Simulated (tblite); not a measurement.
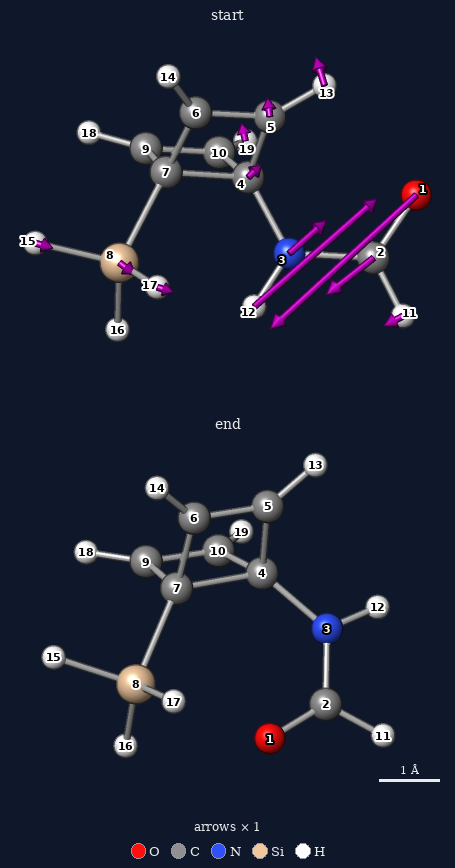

The structure of C₇H₉NOSi before (top) and after (bottom) a relaxation, at one scale. The purple arrows give the displacements, at their true length.

Style: ball-and-stick. Shown at a tilt.

These are results of GFN2-xTB geometry optimisation, gas phase in tblite 0.8.0, not measurements. 

Describe what moved and what it gained.

The atom that moves furthest after the best rigid fit is O1 (3.46 Å). Largest moves by element: O 3.46 Å, H 2.87 Å, C 1.05 Å, N 0.89 Å, Si 0.35 Å. Among the contacts that change: O1–Si8 5.278 → 2.463 Å, C4–C7 1.460 → 1.567 Å, C2–N3 1.417 → 1.333 Å, C4–C10 1.444 → 1.516 Å. Bond angles that change, for instance: H16–Si8–H17 110.8° → 121.6°, N3–C4–C7 118.3° → 127.6°, C4–C7–Si8 118.6° → 127.8°. Groups turn about N3–C4 by about 165°. Over 262 geometry steps the energy falls by 32.4 kcal/mol. The run took 2.4 s on 1 thread of Arm Neoverse V1, with other jobs on the host.
